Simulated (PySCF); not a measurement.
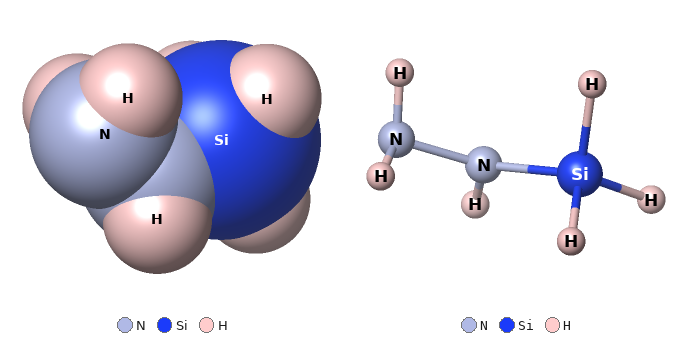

Two views of one molecule.

The computed structure is the end point of a GFN2-xTB optimisation. No frequency run is at hand to confirm it as a minimum.

Describe the molecule.

Formula H6N2Si. Its SMILES string is `NN[SiH3]`. It has no ring. Among its groups: Si–H bond, Si–N bond. The point group is C1. Coordination, clear cases only: 1 N trigonal pyramidal; 1 Si tetrahedral.

The parts below concern this one geometry. Atoms keep their numbers from picture to picture.

Excitation

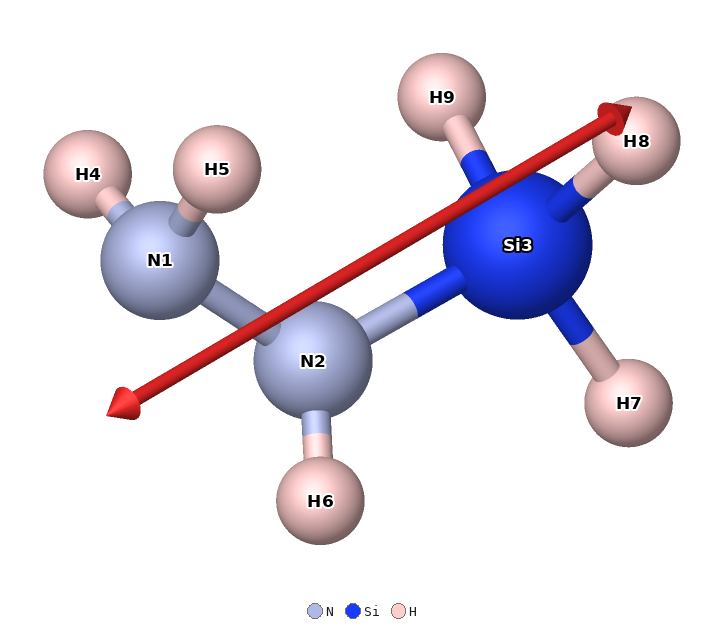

The double arrow shows the direction of the transition dipole to excited singlet state 5 (its length means nothing). No frequency run is at hand to confirm it as a minimum. Method: TDDFT B3LYP/def2-SVPD, vertical, gas phase, core orbitals frozen in the response (PySCF 2.14.0).

> Give its energy, strength and character.

7.06 eV (176 nm), oscillator strength 0.042, mainly HOMO−1 → LUMO+1 (weight 0.69); transition dipole 1.26 D.

Core levels

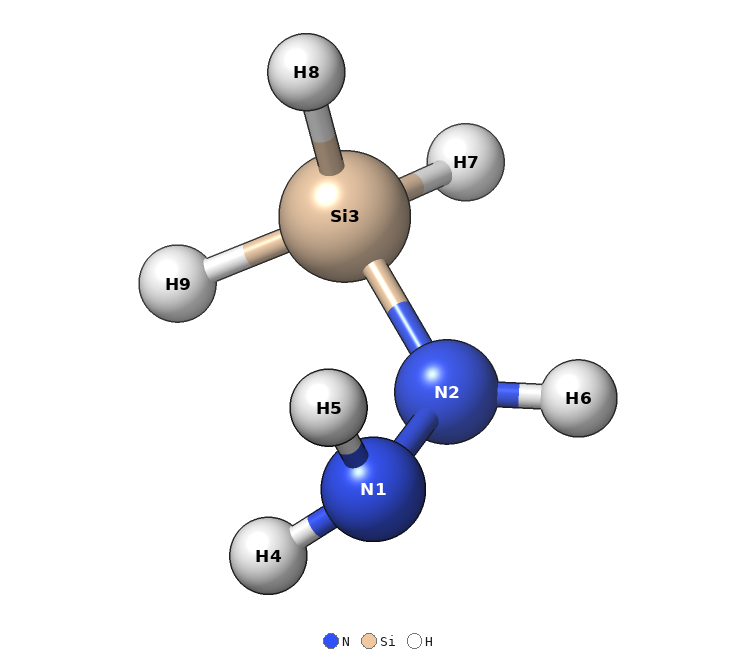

No frequency run is at hand to confirm it as a minimum. Level of theory: delta-SCF UKS SCAN, pcX-2 on the ionised atom, pcseg-1 elsewhere, spin-free X2C (PySCF 2.14.0).

Give the core-electron binding energies (to vacuum; p and d levels without spin–orbit splitting) of N1 1s, N2 1s, Si3 1s, Si3 2p.

```
atom  level  binding energy (eV)
  N1     1s                405.9
  N2     1s                405.1
 Si3     1s               1846.7
 Si3     2p                107.2
```

Polarisability

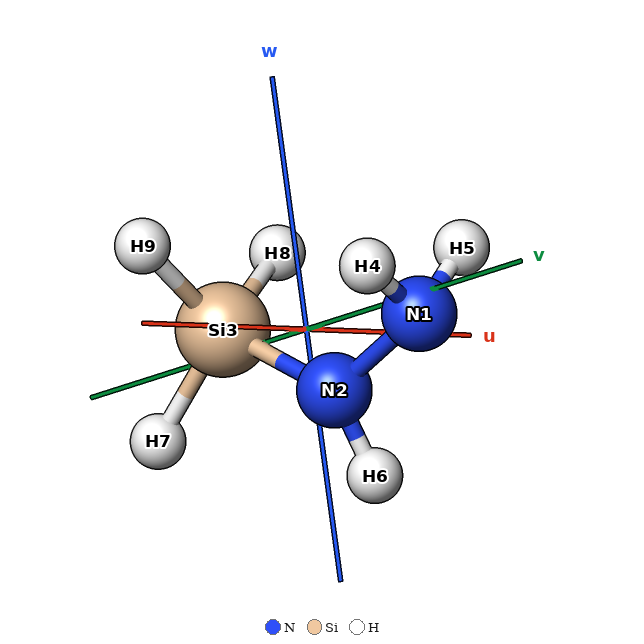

The lines u, v and w are the principal axes of the static dipole polarisability. No frequency run is at hand to confirm it as a minimum. Method: B3LYP/def2-SVPD (PySCF 2.14.0).

> Along which axis is the molecule most polarisable, and along which least?

Most along v, least along u.

> Give the three principal values.

u 42.3, v 53.5, w 45.0 bohr³; mean 47.0, anisotropy 10.1 bohr³.

The geometry is semi-empirical. Around Si such bond lengths and angles can be off by a tenth of an ångström or more and by several degrees, and values that hang on the shape move with them.
